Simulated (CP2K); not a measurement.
# One shape, several levels: triplet C2H7BO

Wanted: a comparison of 3 runs (AM1, PM3, GFN1-xTB) of triplet C2H7BO. 

The calculation is run with CP2K 2026.2.

3 further runs of the same task are left out: 2 that didn't finish, 1 set aside as unsound or not needed.

### Step 1. Starting point

C2H7BO has 11 atoms, charge 0, and is taken as a triplet. SMILES of the parent species: `CBOC`. The coordinates come from a PBE0-D4/def2-TZVP relaxation. This is one conformer, not always the lowest. That shape belongs to the parent species and isn't relaxed for this state.

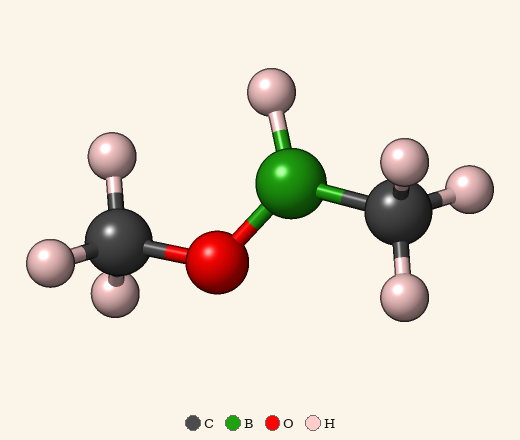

The structure, seen from a chosen angle (carbon dark grey, boron green, oxygen red, hydrogen pink).

### Step 2. The energy at AM1 (run 1)

run.inp reads:

```
&GLOBAL
 PROJECT_NAME run
 RUN_TYPE ENERGY
 PRINT_LEVEL MEDIUM
&END GLOBAL
&FORCE_EVAL
 METHOD QS
 &DFT
  MULTIPLICITY 3
  SPIN_POLARIZED T
  &QS
   METHOD AM1
   EPS_DEFAULT 1.0E-10
   &SE
    &COULOMB
     CUTOFF [angstrom] 50
     RC_RANGE [angstrom] 0
    &END COULOMB
    &EXCHANGE
     CUTOFF [angstrom] 50
     RC_RANGE [angstrom] 0
    &END EXCHANGE
   &END SE
  &END QS
  &POISSON
   PERIODIC NONE
   POISSON_SOLVER ANALYTIC
  &END POISSON
  &SCF
   SCF_GUESS ATOMIC
   EPS_SCF 1.0E-06
   MAX_SCF 150
   &DIAGONALIZATION
    ALGORITHM STANDARD
   &END DIAGONALIZATION
   &MIXING
    METHOD DIRECT_P_MIXING
    ALPHA 0.4
   &END MIXING
  &END SCF
  &PRINT
   &MOMENTS
    PERIODIC F
    REFERENCE COM
    MAX_MOMENT 1
   &END MOMENTS
   &MO ON
    ENERGIES T
    OCCUPATION_NUMBERS T
    NDIGITS 6
    &EACH
     QS_SCF 0
    &END EACH
    ADD_LAST NUMERIC
   &END MO
   &HIRSHFELD OFF
   &END HIRSHFELD
  &END PRINT
 &END DFT
 &SUBSYS
  &CELL
   ABC 12.8 12.3 10.7
   PERIODIC NONE
  &END CELL
  &COORD
   UNIT bohr
   C     -2.4683603     2.5354455    -0.6891831
   B     -0.8214639     0.3906064     0.4858486
   O      1.1841024    -0.5047458    -0.8035115
   C      2.7484177    -2.4371798     0.1585480
   H     -1.8254754     3.1312762    -2.5560436
   H     -4.4435020     1.9299773    -0.8269442
   H     -2.4863127     4.1849875     0.5629494
   H     -1.2825571    -0.5068245     2.5337448
   H      2.7332999    -4.0307858    -1.1529219
   H      2.1047770    -3.0728837     2.0170937
   H      4.6804737    -1.7275876     0.3093482
  &END COORD
  &TOPOLOGY
   &CENTER_COORDINATES
   &END CENTER_COORDINATES
  &END TOPOLOGY
 &END SUBSYS
&END FORCE_EVAL
```

On the command line:

```sh
$ OMP_NUM_THREADS=1 cp2k.psmp -i run.inp -o run.out
```

The program printed:

```text
CP2K| version string:                                       CP2K version 2026.2
[...]
 GLOBAL| Method name                                                        CP2K
[...]
 GLOBAL| Run type                                                         ENERGY
[...]
                             - Atoms:                                         11
[...]
                             - Spherical basis functions:                     23
[...]
 Number of electrons:                                                         13
[...]
     1 P_Mix/Diag. 0.40E+00    0.0     0.44800847       -20.2446729082 -2.02E+01
[...]
    27 DIIS/Diag.  0.24E-06    0.0     0.00000061       -27.1365852733  2.22E-12
  *** SCF run converged in    27 steps ***
  Core-core repulsion energy [eV]:                           1502.41488462181451
  Core Hamiltonian energy [eV]:                             -1158.59616463212137
  Two-electron integral energy [eV]:                        -2164.48551683353753
  Electronic energy [eV]:                                   -2240.83892304889014
  Total energy [eV]:                                         -738.42403842707563
  Atomic reference energy [eV]:                               740.32706999200650
  Heat of formation [kcal/mol]:                                43.88495390569990
[...]
 SE_DIPOLE| Moment [Debye]         -0.27299541       0.58137030      -0.56553709
 SE_DIPOLE| Derivative [a.u.]       0.00000000       0.00000000       0.00000000
 ENERGY| Total FORCE_EVAL ( QS ) energy [hartree]            -27.136585273268274
[...]
```

Wall time 0.5 s (1 thread of Arm Neoverse N1, shared host); peak memory 0.25 GiB.

### Step 3. The energy at PM3 (run 2)

mol.inp reads:

```
&GLOBAL
 PROJECT_NAME mol
 RUN_TYPE ENERGY
 PRINT_LEVEL MEDIUM
&END
&FORCE_EVAL
 METHOD Quickstep
 &DFT
  MULTIPLICITY 3
  UKS T
  &QS
   METHOD PM3
   EPS_DEFAULT 1.0E-10
   &SE
    &COULOMB
     CUTOFF [angstrom] 50
     RC_RANGE [angstrom] 0
    &END
    &EXCHANGE
     CUTOFF [angstrom] 50
     RC_RANGE [angstrom] 0
    &END
   &END
  &END
  &POISSON
   PERIODIC NONE
   POISSON_SOLVER ANALYTIC
  &END
  &SCF
   SCF_GUESS ATOMIC
   EPS_SCF 1.0E-07
   MAX_SCF 40
   &OT
    MINIMIZER CG
    PRECONDITIONER FULL_SINGLE_INVERSE
   &END
   &OUTER_SCF
    EPS_SCF 1.0E-07
    MAX_SCF 10
   &END
  &END
  &PRINT
   &MOMENTS
    PERIODIC F
    REFERENCE COM
    MAX_MOMENT 1
   &END
   &MO_CUBES
    NLUMO 3
    NHOMO -1
    WRITE_CUBE F
   &END
   &HIRSHFELD OFF
   &END
  &END
 &END
 &SUBSYS
  &CELL
   ABC 12.8 12.3 10.7
   PERIODIC NONE
  &END
  &COORD
   SCALED T
   C    0.39305469   0.60576423   0.46646729
   B    0.46114062   0.51348780   0.52457944
   O    0.54405469   0.47496748   0.46081308
   C    0.60872656   0.39182927   0.50839252
   H    0.41963281   0.63139837   0.37414019
   H    0.31139844   0.57971545   0.45965421
   H    0.39231250   0.67673171   0.52839252
   H    0.44207812   0.47487805   0.62585981
   H    0.60810156   0.32326829   0.44353271
   H    0.58211719   0.36447967   0.60030841
   H    0.68860156   0.42235772   0.51585047
  &END
 &END
&END
```

On the command line:

```sh
$ OMP_NUM_THREADS=1 cp2k.psmp -i mol.inp > mol.out 2>&1
```

The program printed:

```text
CP2K| version string:                                       CP2K version 2026.2
[...]
 GLOBAL| Method name                                                        CP2K
[...]
 GLOBAL| Run type                                                         ENERGY
[...]
                             - Atoms:                                         11
[...]
                             - Spherical basis functions:                     23
[...]
 Number of electrons:                                                         13
[...]
     1 OT CG       0.80E-01    0.0     0.17515433       -21.0053162497 -2.10E+01
[...]
    30 OT CG       0.53E+00    0.0     0.00000006       -25.4867926984 -1.58E-12
  *** SCF run converged in    30 steps ***
  Core-core repulsion energy [eV]:                           1484.98149684171813
  Core Hamiltonian energy [eV]:                             -1060.13471289229278
  Two-electron integral energy [eV]:                        -2236.75536667341248
  Electronic energy [eV]:                                   -2178.51239622899857
  Total energy [eV]:                                         -693.53089938728078
  Atomic reference energy [eV]:                               694.52882849200648
  Heat of formation [kcal/mol]:                                23.01279367567029
[...]
 SE_DIPOLE| Moment [Debye]         -0.96767145       1.35251982      -0.84657952
 SE_DIPOLE| Derivative [a.u.]       0.00000000       0.00000000       0.00000000
 *** WARNING in qs_scf_post_se.F:140 :: Printing of MO cube files not ***
 *** implemented for Semi-Empirical method.                           ***
 ENERGY| Total FORCE_EVAL ( QS ) energy [hartree]            -25.486792698350101
[...]
```

Wall time 2.4 s (1 thread of Arm Neoverse N1, shared host); peak memory 0.25 GiB.

### Step 4. A single-point energy at GFN1-xTB (run 3)

molecule.xyz reads:

```xyz
11

C     -1.306200     1.341700    -0.364700
B     -0.434700     0.206700     0.257100
O      0.626600    -0.267100    -0.425200
C      1.454400    -1.289700     0.083900
H     -0.966000     1.657000    -1.352600
H     -2.351400     1.021300    -0.437600
H     -1.315700     2.214600     0.297900
H     -0.678700    -0.268200     1.340800
H      1.446400    -2.133000    -0.610100
H      1.113800    -1.626100     1.067400
H      2.476800    -0.914200     0.163700
```

gas.inp reads:

```
&GLOBAL
 PROJECT gas
 RUN_TYPE ENERGY
 PRINT_LEVEL MEDIUM
&END GLOBAL

&FORCE_EVAL
 METHOD QUICKSTEP
 &DFT
  MULTIPLICITY 3
  UKS T
  # Quickstep
  &QS
   METHOD XTB
   EPS_DEFAULT 1.0E-10
   &XTB
    GFN_TYPE 1
    CHECK_ATOMIC_CHARGES F
   &END XTB
  &END QS
  &POISSON
   PERIODIC NONE
   POISSON_SOLVER ANALYTIC
  &END POISSON
  # self-consistent field
  &SCF
   SCF_GUESS ATOMIC
   EPS_SCF 1.0E-07
   MAX_SCF 80
   ADDED_MOS 2
   &DIAGONALIZATION
    ALGORITHM STANDARD
   &END DIAGONALIZATION
   &MIXING
    METHOD DIRECT_P_MIXING
    ALPHA 0.4
   &END MIXING
  &END SCF
  &PRINT
   &MOMENTS
    PERIODIC F
    REFERENCE COM
    MAX_MOMENT 1
   &END MOMENTS
   &MO ON
    ENERGIES T
    OCCUPATION_NUMBERS T
    NDIGITS 6
    &EACH
     QS_SCF 0
    &END EACH
    ADD_LAST NUMERIC
   &END MO
   &HIRSHFELD OFF
   &END HIRSHFELD
  &END PRINT
 &END DFT
 # structure
 &SUBSYS
  &CELL
   ABC 14.8 14.3 12.7
   PERIODIC NONE
  &END CELL
  &TOPOLOGY
   COORD_FILE_NAME molecule.xyz
   COORD_FILE_FORMAT XYZ
   &CENTER_COORDINATES
   &END CENTER_COORDINATES
  &END TOPOLOGY
 &END SUBSYS
&END FORCE_EVAL
```

On the command line:

```sh
$ OMP_NUM_THREADS=1 cp2k.psmp -i gas.inp -o gas.out
```

The program printed:

```text
CP2K| version string:                                       CP2K version 2026.2
[...]
 GLOBAL| Method name                                                        CP2K
[...]
 GLOBAL| Run type                                                         ENERGY
[...]
                             - Atoms:                                         11
[...]
                             - Spherical basis functions:                     30
[...]
 Number of electrons:                                                         13
[...]
     1 P_Mix/Diag. 0.40E+00    0.0     0.70405024       -13.8024034301 -1.38E+01
[...]
    15 DIIS/Diag.  0.65E-07    0.0     0.00000005       -13.9016281126 -2.29E-13
  *** SCF run converged in    15 steps ***
[...]
 TB_DIPOLE| Moment [Debye]         -0.10395645      -0.74729473       1.32561085
 TB_DIPOLE| Derivative [a.u.]       0.00000000       0.00000000       0.00000000
[...]
 ENERGY| Total FORCE_EVAL ( QS ) energy [hartree]            -13.901628112623763
[...]
```

It took 0.6 s on 1 thread of Arm Neoverse N1, shared host; peak memory 0.25 GiB.

### Step 5. All runs side by side

```csv
run,level,SCF convergence threshold,iteration cap,energy (Eh),dipole moment (D),HOMO energy (eV),heat of formation (kcal/mol),wall time
1,AM1,1e-06,150,-27.136585,0.86,-5.97,43.9,0.5 s
2,PM3,1e-07,40,-25.486793,1.87,–,23.0,2.4 s
3,GFN1-xTB,1e-07,80,-13.901628,1.53,-4.82,–,0.6 s
```

### Step 6. Outcome

| quantity | value |
| --- | --- |
| run 3: total energy | -13.90163 Eh |
| run 3: dipole moment (from atomic charges alone) | 1.53 D |
| run 3: HOMO energy (highest over α and β) | -4.82 eV |
| run 3: dispersion energy | -6.49 kJ/mol |

In words: The dipole moment (its size) runs from 0.86 D (AM1) to 1.87 D (PM3). Some of these are taken from atomic charges alone. Force-field and semi-empirical energies have zeros of their own, so their totals don't compare. All runs together took 3.5 s, the longest 2.4 s.
